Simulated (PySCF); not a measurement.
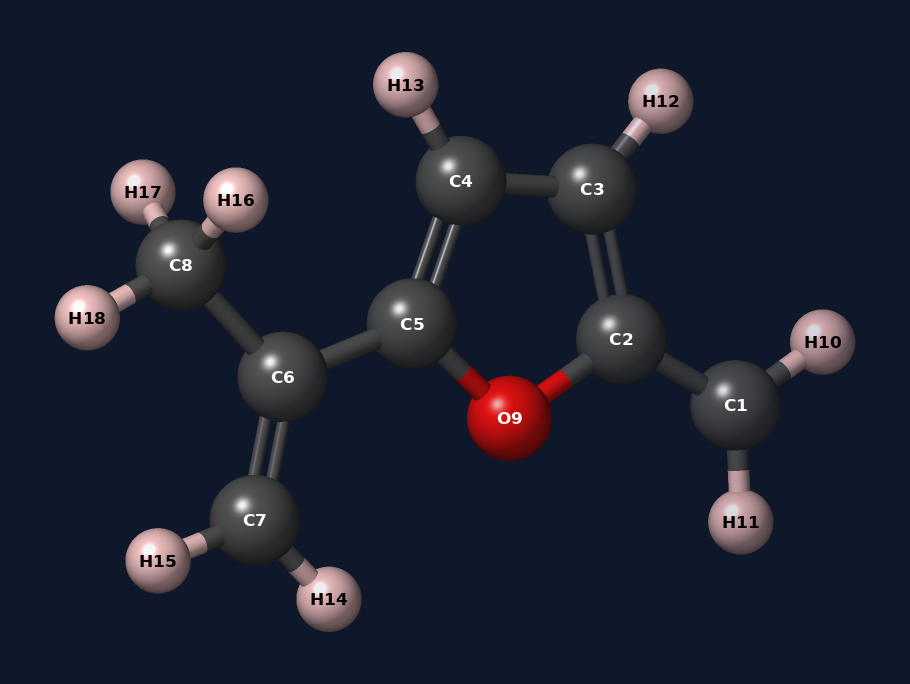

Charge 0, doublet. Computed geometry: GFN2-xTB optimisation. No frequency run is at hand to confirm it as a minimum. Method: UKS B3LYP, pcH-1 on C H O, non-relativistic (PySCF 2.14.0). Fermi-contact and spin-dipolar terms alone, no spin-orbit part.

> Which nucleus has the largest dipolar (anisotropic) hyperfine coupling?

13C at C1: principal values −42.3, −41.3, 83.6 MHz.

List the isotropic and dipolar parts for the most strongly coupled nuclei, one of each equivalent set.

```csv
atom,isotope,a_iso (MHz),dipolar part (MHz)
C1,13C,43.0,"−42.3, −41.3, 83.6"
C5,13C,34.2,"−30.0, −28.9, 58.9"
C3,13C,32.3,"−28.2, −27.7, 55.9"
C7,13C,21.8,"−20.9, −19.6, 40.4"
C2,13C,−37.9,"−22.8, 9.3, 13.5"
H11,1H,−33.8,"−19.7, −0.3, 20.1"
H10,1H,−33.0,"−19.1, −0.7, 19.8"
C4,13C,−26.7,"−18.0, 8.6, 9.5"
```
